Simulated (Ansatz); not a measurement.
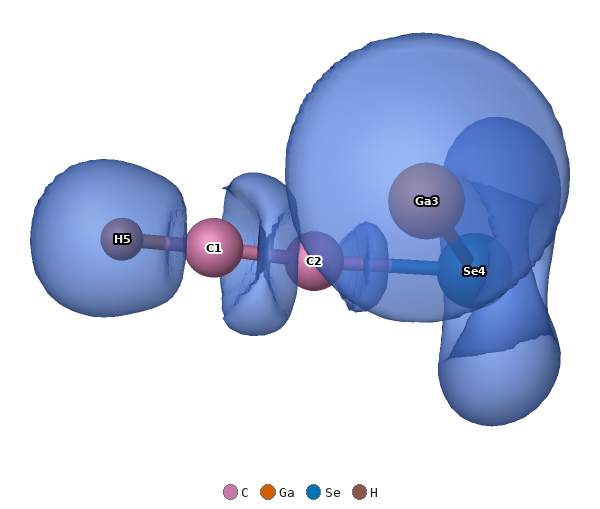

Figure 1: C2HGaSe (SMILES C#C[Se][Ga]). Isosurface of the ELF at 0.8 (blue), seen from one side. Core shells and regions of very low density are left out.

Geometry: B3LYP-D3(BJ)/def2-SVP.

The calculation used Ansatz, isolated molecule in a Gaussian basis; Kohn-Sham density functional theory, functional PBE0.

```xyz
5

C    -1.4950    0.0365   -0.0900
C    -0.5561    0.1671    0.6927
Ga    1.2706   -0.4321   -0.9439
Se    1.0624    0.2578    1.5461
H    -2.3875   -0.0463   -0.6820
```

Where are the electrons localised?

The surface consists of one region between bonded C–C atoms (shared pairs), one region between bonded C–Se atoms (shared pairs), one region around a hydrogen nucleus, one lobe on Ga, pointing away from the bonds (lone pairs) and one region wrapped around Se (its valence shell). Along the contacts the grid gives the following. C–C (1.23 Å): the ELF peaks at about 0.85 between the atoms; a multiple bond. C–Se (1.83 Å): the ELF peaks at about 0.90 between the atoms (localised, covalent bonding).
